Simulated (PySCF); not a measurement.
# Excited-state calculation of CH10BClOSi3

- system: CH10BClOSi3
- method: TDDFT CAM-B3LYP/def2-SVPD, vertical, gas phase, core orbitals frozen in the response (PySCF 2.14.0)

The geometry comes from this level: PBE0-D3(BJ)/def2-SVP.

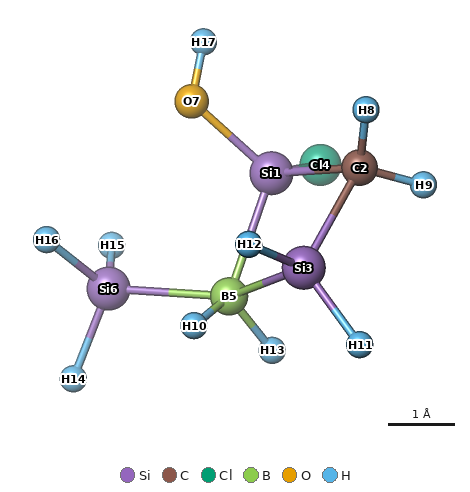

Figure 1. The structure as given in the input (ball-and-stick view, seen at a tilt; atoms are numbered from 1 in the order of the input).

### Results in brief

| quantity | value |
| --- | --- |
| outcome | converged |
| total energy | −1472.393805 hartree |
| HOMO | −9.17 eV |
| LUMO | −0.04 eV |
| dipole moment | 2.99 D |
| mean polarisability | 125.68 a.u. |
| vertical ionisation energy | 9.69 eV |
| vertical electron affinity | −0.48 eV |
| lowest singlet excitation | 6.03 eV |
| hardware | 1 CPU thread, shared host |
| wall time | 6.9 min |
| peak memory | 1.3 GiB |

### Input file
```
{"job": {"kind": "uv", "xc": "CAM-B3LYP", "basis": "def2-SVPD", "nstates": 6, "ntriplets": 2, "ip": true}, "charge": 0, "multiplicity": 1}
Si     0.561229     0.994973     0.491945
C      1.017149     1.788124    -1.145630
Si     0.025736     0.356112    -1.898080
Cl    -0.205242     2.364518     1.845287
B     -0.935144    -0.211780    -0.130413
Si    -0.949925    -1.559395     1.379387
O      1.784177     0.124589     1.196431
H      2.071186     1.897931    -1.435580
H      0.486217     2.744847    -1.277912
H     -0.858874    -1.165348    -0.910765
H     -1.012972     0.701965    -2.907265
H      0.932691    -0.707360    -2.418649
H     -2.003620     0.360121    -0.181233
H     -2.215515    -2.355229     1.312566
H     -0.908600    -0.877566     2.710050
H      0.199187    -2.509051     1.287786
H      2.483818     0.620800     1.633892
```

The first line tells a small driver script what to run in PySCF; the rest is the geometry in Å.

Launch command:
```bash
OMP_NUM_THREADS=1 python <driver script> task.json out
```

### The program's output
```
coarse grid: 15960 points
cycle   1  E = -1472.0837292274  dE =  7.413e-01  |g| = 7.380e-01  |ddm| = 6.379e+00
cycle   2  E = -1472.0538150312  dE =  2.991e-02  |g| = 8.908e-01  |ddm| = 2.739e+00
cycle   3  E = -1472.2025900805  dE = -1.488e-01  |g| = 1.097e-01  |ddm| = 1.282e+00
cycle   4  E = -1472.2051676623  dE = -2.578e-03  |g| = 3.182e-02  |ddm| = 2.453e-01
cycle   5  E = -1472.2054409766  dE = -2.733e-04  |g| = 6.423e-03  |ddm| = 7.946e-02
cycle   6  E = -1472.2054521151  dE = -1.114e-05  |g| = 2.369e-03  |ddm| = 1.825e-02
cycle   7  E = -1472.2054538104  dE = -1.695e-06  |g| = 4.479e-04  |ddm| = 5.724e-03
final grid: 134872 points
cycle   8  E = -1472.3938036830  dE = -1.950e-05  |g| = 2.083e-03  |ddm| = 9.302e-02
cycle   9  E = -1472.3938039813  dE = -2.983e-07  |g| = 1.900e-03  |ddm| = 1.133e-02
cycle  10  E = -1472.3938049244  dE = -9.431e-07  |g| = 1.980e-04  |ddm| = 3.081e-03
cycle  11  E = -1472.3938049364  dE = -1.198e-08  |g| = 9.009e-05  |ddm| = 9.001e-04
cycle  12  E = -1472.3938049392  dE = -2.788e-09  |g| = 1.396e-05  |ddm| = 2.682e-04
cycle  13  E = -1472.3938049393  dE = -1.000e-10  |g| = 6.234e-06  |ddm| = 5.997e-05
```

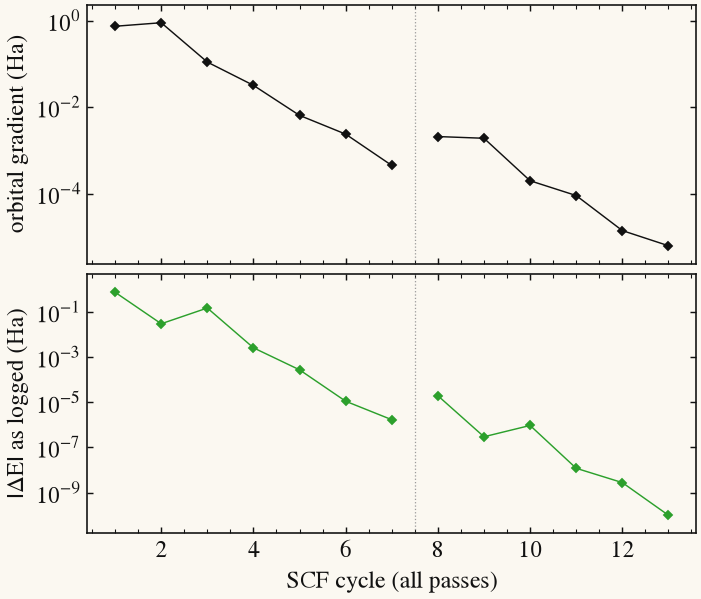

Figure 2. Convergence of the self-consistent field: orbital gradient and size of the energy change against the SCF cycle. The dotted line marks the change from a coarse to the final integration grid. The first 7 cycles use a coarse grid, the final grid takes over at cycle 8, and the field converges after 13 cycles in all.

```
converged SCF energy = -1472.3938049393

Static polarisability (au): isotropic 125.681, principal 105.567 127.893 143.581

Singlet excitations
state   eV       nm        f      main configurations
  1   6.0257    205.8   0.06843   H->L 0.81, H->L+1 0.08
  2   6.4944    190.9   0.03440   H-1->L 0.61, H->L+1 0.15
  3   6.6029    187.8   0.11390   H->L+1 0.33, H->L+2 0.14, H->L 0.12
  4   6.6846    185.5   0.01560   H-2->L 0.60, H-1->L 0.15, H-2->L+1 0.08
  5   7.0755    175.2   0.00211   H-2->L+1 0.26, H-1->L+1 0.20, H->L+2 0.12
  6   7.1769    172.8   0.00308   H->L+2 0.41, H->L+3 0.18, H->L+1 0.08

Triplet excitations (Tamm-Dancoff, eV): 5.2186 5.7578
Vertical ionisation energy (delta-SCF) = 9.6941 eV
Vertical electron affinity (delta-SCF) = -0.4776 eV
```

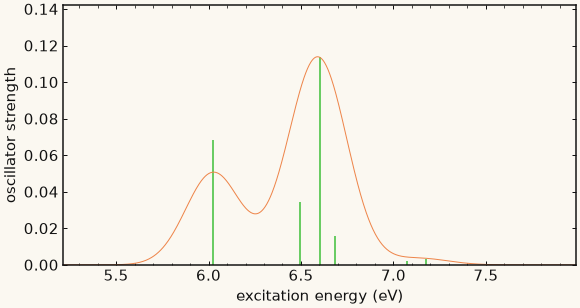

Figure 3. Computed excitations as sticks (degenerate states added up, dark ones marked on the axis), with a Gaussian envelope of 0.35 eV full width at half maximum, scaled to the tallest. Of the 6 states the lowest lies at 6.03 eV (f = 0.068); the strongest line is at 6.60 eV, or 188 nm (f = 0.114).

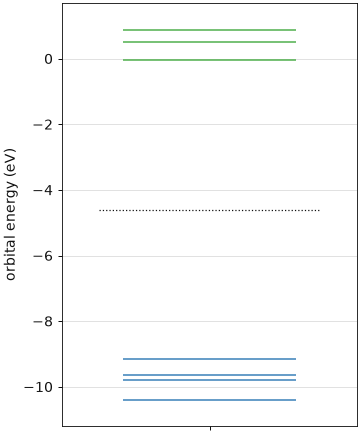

Figure 4. Orbital energies near the frontier; the dotted line parts filled from empty levels, and levels within 0.02 eV of each other stand side by side. Highest filled −9.17 eV, lowest empty −0.04 eV, 9.13 eV apart.
